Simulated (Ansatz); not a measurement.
# PbTe, pressure series

Take PbTe in the rock salt structure (space group Fm-3m, No. 225) as the base.

```yaml
crystal:
  lattice:
    - [0.00000, 3.28451, 3.28451]
    - [3.28451, 0.00000, 3.28451]
    - [3.28451, 3.28451, 0.00000]
  atoms:
    - { symbol: Te, position: [0.00000, 0.00000, 0.00000] }
    - { symbol: Pb, position: [0.50000, 0.50000, 0.50000] }
```

Cell and atoms are relaxed at each pressure.

Method: Kohn–Sham DFT with the PBE functional, run in Ansatz (a quantum-chemistry and plane-wave program) with PAW and 420 eV plane waves, no SOC.

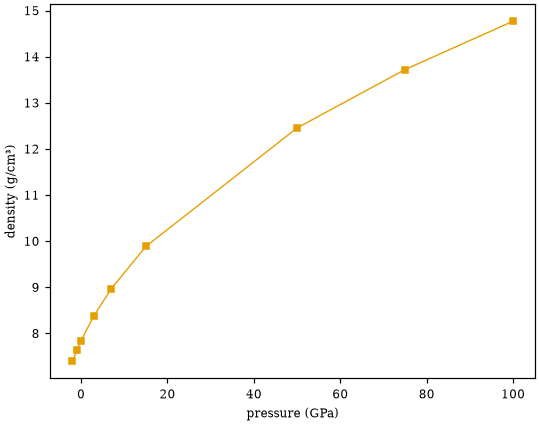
*Density against pressure*

| pressure (GPa) | density |
|---|---|
| -2 | 7.39 g/cm³ |
| -1 | 7.63 g/cm³ |
| 3 | 8.39 g/cm³ |
| 7 | 8.97 g/cm³ |
| 15 | 9.88 g/cm³ |
| 50 | 12.46 g/cm³ |
| 75 | 13.72 g/cm³ |
| 100 | 14.77 g/cm³ |

The mesh was chosen for an insulator and is coarse for the gapless case. Load acts through the strain it causes; cell and atoms are relaxed under it. No phonon test of stability was made. No other phases were tried under pressure. The final runs are not spin-polarised.
